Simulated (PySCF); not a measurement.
# Ge²⁺: dipole response in def2-TZVPPD

How polarisable is Ge²⁺ at the levels listed below?

The numbers are computed with PySCF 2.14.0 (unrestricted determinants in a Gaussian basis, no spin-orbit coupling in the energies), except any that are marked as measured or tabulated.

### Step 1. The system

```
Element     : germanium (Z = 32)
Basis       : def2-TZVPPD
Hamiltonian : the non-relativistic Hamiltonian (point nucleus)
State 1     : Ge²⁺: [Ar] 3d10 4s2, closed-shell 1S
Methods     : UHF, PBE, PBE0, PW91, wB97X-V
```

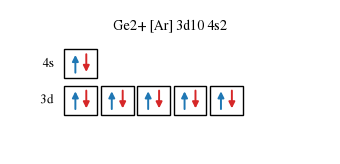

Occupation of the outer shells (arrows by Hund's rule).

One driver process ran all states and methods and kept the integrals in memory. Each run is shown as a PySCF script that sums up its settings (the driver passes frozen orbitals as a list and adds second-order terms of double hybrids); the logs are those of the runs themselves. The driver starts from symmetry-adapted Hartree-Fock orbitals, holds the occupation by maximum overlap and uses a logarithmic radial grid for functionals, so a plain start would take other cycles.

The integrals over 54 functions and the set-up took 0.2 s of CPU time.

### Step 2. Ge²⁺: the ladder of methods

#### UHF

File input.py:

```python
from pyscf import gto, scf, dft, mp, cc
import basis_set_exchange as bse
mol = gto.M(atom="Ge 0 0 0", charge=2, spin=0, symmetry="D2h",
            basis=gto.basis.parse(bse.get_basis("def2-TZVPPD", elements=["Ge"], fmt="nwchem")))
mf = scf.UHF(mol)
mf.irrep_nelec = {'Ag': (6, 6), 'B1g': (1, 1), 'B2g': (1, 1), 'B3g': (1, 1), 'B1u': (2, 2), 'B2u': (2, 2), 'B3u': (2, 2)}
mf.kernel()
```

What it wrote:

```text
damping factor = 0
level_shift factor = 0
DIIS = <class 'pyscf.scf.diis.CDIIS'>
diis_start_cycle = 1
diis_space = 10
diis_damp = 0
SCF conv_tol = 1e-09
SCF conv_tol_grad = None
number electrons alpha = 15  beta = 15
cycle= 1 E= -2074.48879662842  delta_E= -9.09e-12  |g|= 2.47e-06  |ddm|= 8.23e-06
converged SCF energy = -2074.48879662842  <S^2> = -2.1316282e-14  2S+1 = 1
```

It used 0.66 s of CPU time after the integrals (shared host).

Orbital energies by shell (radii are means over both spins):

```csv
shell,electrons,mean orbital energy (eV),spread (eV),rms radius (bohr)
1s,2,-11047.5,0,0.0554
2s,2,-1439.2,0,0.231
2p,6,-1278.2,0,0.205
3s,2,-215.69,0,0.678
3p,6,-160.38,0,0.705
3d,10,-64.421,0,0.805
4s,2,-31.955,0,2.16
```

⟨S²⟩ = 0.000, ⟨L²⟩ = 0.00.

The driver then solved the coupled dipole response at imaginary frequencies: mean α = 12.53 bohr³, C₆ = 49.27 au for a like pair.

#### PBE

input.py differs from the last one in:

```diff
@@ -4,3 +4,3 @@
             basis=gto.basis.parse(bse.get_basis("def2-TZVPPD", elements=["Ge"], fmt="nwchem")))
-mf = scf.UHF(mol)
+mf = dft.UKS(mol, xc="PBE")
 mf.irrep_nelec = {'Ag': (6, 6), 'B1g': (1, 1), 'B2g': (1, 1), 'B3g': (1, 1), 'B1u': (2, 2), 'B2u': (2, 2), 'B3u': (2, 2)}
```

What it wrote:

```text
damping factor = 0
level_shift factor = 0
DIIS = <class 'pyscf.scf.diis.CDIIS'>
diis_start_cycle = 1
diis_space = 10
diis_damp = 0
SCF conv_tol = 1e-09
SCF conv_tol_grad = None
number electrons alpha = 15  beta = 15
XC functionals = PBE
    J. P. Perdew, K. Burke, and M. Ernzerhof.,  Phys. Rev. Lett. 77, 3865 (1996)
    J. P. Perdew, K. Burke, and M. Ernzerhof.,  Phys. Rev. Lett. 78, 1396 (1997)
    J. P. Perdew, K. Burke, and M. Ernzerhof.,  Phys. Rev. Lett. 77, 3865 (1996)
    J. P. Perdew, K. Burke, and M. Ernzerhof.,  Phys. Rev. Lett. 78, 1396 (1997)
cycle= 1 E= -2075.72673620198  delta_E= -0.00805  |g|= 0.221  |ddm|= 0.261
cycle= 2 E= -2075.72361623393  delta_E= 0.00312  |g|= 0.271  |ddm|= 0.172
cycle= 3 E= -2075.73252101053  delta_E= -0.0089  |g|= 0.0011  |ddm|= 0.0986
cycle= 4 E= -2075.7325211699  delta_E= -1.59e-07  |g|= 3.54e-05  |ddm|= 0.000623
cycle= 5 E= -2075.73252117013  delta_E= -2.26e-10  |g|= 9.24e-07  |ddm|= 3.68e-05
converged SCF energy = -2075.73252117013  <S^2> = -1.4210855e-14  2S+1 = 1
```

It used 0.88 s of CPU time after the integrals (shared host).

The driver then solved the coupled dipole response at imaginary frequencies: mean α = 10.70 bohr³, C₆ = 39.92 au for a like pair.

#### PBE0

input.py differs from the last one in:

```diff
@@ -4,3 +4,3 @@
             basis=gto.basis.parse(bse.get_basis("def2-TZVPPD", elements=["Ge"], fmt="nwchem")))
-mf = dft.UKS(mol, xc="PBE")
+mf = dft.UKS(mol, xc="PBE0")
 mf.irrep_nelec = {'Ag': (6, 6), 'B1g': (1, 1), 'B2g': (1, 1), 'B3g': (1, 1), 'B1u': (2, 2), 'B2u': (2, 2), 'B3u': (2, 2)}
```

What it wrote:

```text
damping factor = 0
level_shift factor = 0
DIIS = <class 'pyscf.scf.diis.CDIIS'>
diis_start_cycle = 1
diis_space = 10
diis_damp = 0
SCF conv_tol = 1e-09
SCF conv_tol_grad = None
number electrons alpha = 15  beta = 15
XC functionals = PBE0
    C. Adamo and V. Barone.,  J. Chem. Phys. 110, 6158 (1999)
    M. Ernzerhof and G. E. Scuseria.,  J. Chem. Phys. 110, 5029 (1999)
cycle= 1 E= -2075.7816954903  delta_E= -0.00568  |g|= 0.125  |ddm|= 0.196
cycle= 2 E= -2075.78153000225  delta_E= 0.000165  |g|= 0.128  |ddm|= 0.102
cycle= 3 E= -2075.78348547064  delta_E= -0.00196  |g|= 0.00173  |ddm|= 0.0467
cycle= 4 E= -2075.78348581769  delta_E= -3.47e-07  |g|= 3.41e-05  |ddm|= 0.00121
cycle= 5 E= -2075.78348581783  delta_E= -1.46e-10  |g|= 1.74e-07  |ddm|= 1.23e-05
converged SCF energy = -2075.78348581783  <S^2> = -1.2434498e-14  2S+1 = 1
```

It used 1.5 s of CPU time after the integrals (shared host).

The driver then solved the coupled dipole response at imaginary frequencies: mean α = 11.16 bohr³, C₆ = 42.18 au for a like pair.

#### PW91

input.py differs from the last one in:

```diff
@@ -4,3 +4,3 @@
             basis=gto.basis.parse(bse.get_basis("def2-TZVPPD", elements=["Ge"], fmt="nwchem")))
-mf = dft.UKS(mol, xc="PBE0")
+mf = dft.UKS(mol, xc="PW91,PW91")
 mf.irrep_nelec = {'Ag': (6, 6), 'B1g': (1, 1), 'B2g': (1, 1), 'B3g': (1, 1), 'B1u': (2, 2), 'B2u': (2, 2), 'B3u': (2, 2)}
```

What it wrote:

```text
damping factor = 0
level_shift factor = 0
DIIS = <class 'pyscf.scf.diis.CDIIS'>
diis_start_cycle = 1
diis_space = 10
diis_damp = 0
SCF conv_tol = 1e-09
SCF conv_tol_grad = None
number electrons alpha = 15  beta = 15
XC functionals = PW91,PW91
    J. P. Perdew. In P. Ziesche and H. Eschrig, editors, Proceedings of the 75. WE-Heraeus-Seminar and 21st Annual International Symposium on Electronic Structure of Solids, 11. Berlin, 1991. Akademie Verlag.
    J. P. Perdew, J. A. Chevary, S. H. Vosko, K. A. Jackson, M. R. Pederson, D. J. Singh, and C. Fiolhais.,  Phys. Rev. B 46, 6671 (1992)
    J. P. Perdew, J. A. Chevary, S. H. Vosko, K. A. Jackson, M. R. Pederson, D. J. Singh, and C. Fiolhais.,  Phys. Rev. B 48, 4978 (1993)
    J. P. Perdew. In P. Ziesche and H. Eschrig, editors, Proceedings of the 75. WE-Heraeus-Seminar and 21st Annual International Symposium on Electronic Structure of Solids, 11. Berlin, 1991. Akademie Verlag.
    J. P. Perdew, J. A. Chevary, S. H. Vosko, K. A. Jackson, M. R. Pederson, D. J. Singh, and C. Fiolhais.,  Phys. Rev. B 46, 6671 (1992)
    J. P. Perdew, J. A. Chevary, S. H. Vosko, K. A. Jackson, M. R. Pederson, D. J. Singh, and C. Fiolhais.,  Phys. Rev. B 48, 4978 (1993)
cycle= 1 E= -2076.18684505838  delta_E= -0.00858  |g|= 0.213  |ddm|= 0.282
cycle= 2 E= -2076.18390418675  delta_E= 0.00294  |g|= 0.262  |ddm|= 0.163
cycle= 3 E= -2076.19222613441  delta_E= -0.00832  |g|= 0.00121  |ddm|= 0.0959
cycle= 4 E= -2076.19222635192  delta_E= -2.18e-07  |g|= 5.33e-05  |ddm|= 0.00114
cycle= 5 E= -2076.19222635248  delta_E= -5.66e-10  |g|= 2.04e-06  |ddm|= 6.43e-05
converged SCF energy = -2076.19222635248  <S^2> = -1.0658141e-14  2S+1 = 1
```

It used 0.92 s of CPU time after the integrals (shared host).

The driver then solved the coupled dipole response at imaginary frequencies: mean α = 10.68 bohr³, C₆ = 39.82 au for a like pair.

#### wB97X-V

input.py differs from the last one in:

```diff
@@ -4,3 +4,3 @@
             basis=gto.basis.parse(bse.get_basis("def2-TZVPPD", elements=["Ge"], fmt="nwchem")))
-mf = dft.UKS(mol, xc="PW91,PW91")
+mf = dft.UKS(mol, xc="WB97X_V")
 mf.irrep_nelec = {'Ag': (6, 6), 'B1g': (1, 1), 'B2g': (1, 1), 'B3g': (1, 1), 'B1u': (2, 2), 'B2u': (2, 2), 'B3u': (2, 2)}
```

What it wrote:

```text
damping factor = 0
level_shift factor = 0
DIIS = <class 'pyscf.scf.diis.CDIIS'>
diis_start_cycle = 1
diis_space = 10
diis_damp = 0
SCF conv_tol = 1e-09
SCF conv_tol_grad = None
number electrons alpha = 15  beta = 15
XC functionals = WB97X_V
    N. Mardirossian and M. Head-Gordon.,  Phys. Chem. Chem. Phys. 16, 9904-9924 (2014)
NLC functional = WB97X_V
cycle= 1 E= -2075.8565062852  delta_E= -0.00663  |g|= 0.121  |ddm|= 0.156
cycle= 2 E= -2075.85682378704  delta_E= -0.000318  |g|= 0.109  |ddm|= 0.109
cycle= 3 E= -2075.85820395659  delta_E= -0.00138  |g|= 0.00292  |ddm|= 0.0371
cycle= 4 E= -2075.85820634525  delta_E= -2.39e-06  |g|= 0.000141  |ddm|= 0.00733
cycle= 5 E= -2075.85820635125  delta_E= -6e-09  |g|= 4.91e-06  |ddm|= 0.00027
cycle= 6 E= -2075.85820635127  delta_E= -1.91e-11  |g|= 3.27e-07  |ddm|= 1.67e-05
converged SCF energy = -2075.85820635127  <S^2> = -1.5987212e-14  2S+1 = 1
```

It used 2.3 s of CPU time after the integrals (shared host).

The driver then solved the coupled dipole response at imaginary frequencies: mean α = 11.41 bohr³, C₆ = 43.51 au for a like pair.

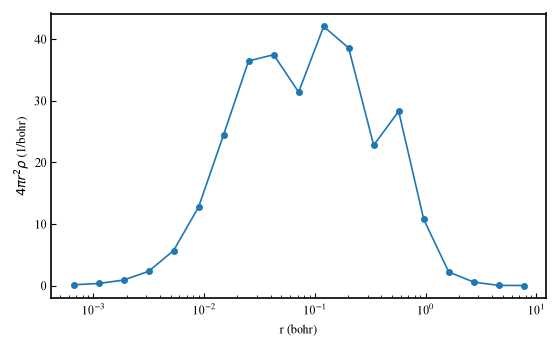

Radial density 4πr²ρ of Ge²⁺ at UHF, at 19 stored radii joined by straight lines.

### Step 3. The response side by side

Ge²⁺, in atomic units:

```csv
method,mean α,C₆ (like pair),S(−4)
UHF,12.53,49.27,78.54
PBE,10.70,39.92,55.99
PBE0,11.16,42.18,61.42
PW91,10.68,39.82,55.78
wB97X-V,11.41,43.51,64.38
```

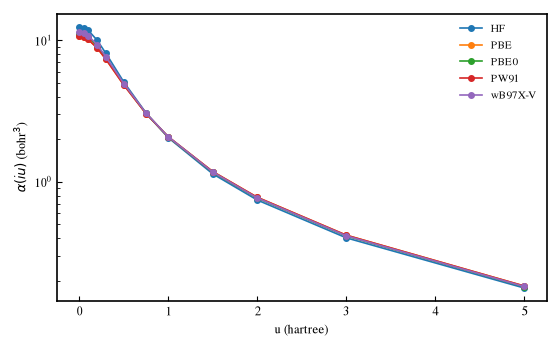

α(iu) of Ge²⁺, the polarisability at imaginary frequency, on a logarithmic scale.

### Step 4. What came out

```
 quantity                              value
α of Ge²⁺  10.68 (PW91) to 12.53 (UHF) bohr³
```

A single London oscillator with the computed α and C₆ of Ge²⁺ at UHF would have ω = 4 C₆ / (3 α²) = 0.418 hartree. The basis is finite, and no extrapolation was made.
